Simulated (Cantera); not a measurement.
A closed system holds: 1 mol Cu, 8 mol CO, 18 mol N2, equilibrated at 76.0 Pa.

These are equilibrium values from Cantera (NASA tables, ideal gas, pure condensed phases), not measurements of a reactor. Candidate condensed phases: C, Cu, CuO, Cu2O; 27 gas species. The numbers say what is thermodynamically allowed, not how fast it happens.

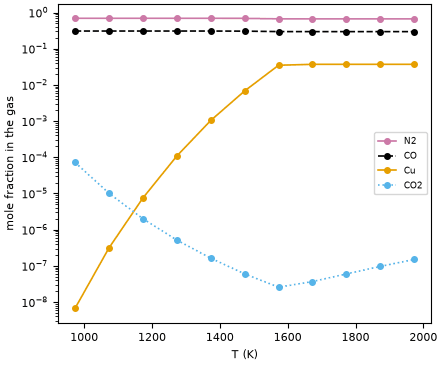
*Equilibrium gas composition (values under 1e-9 drawn at 1e-9)*

At 973 K the condensed part is C(graphite) + Cu(s). From 1073 K to 1273 K the condensed part is Cu(s). From 1373 K to 1573 K the condensed part is Cu(l). From 1673 K to 1973 K nothing is condensed.
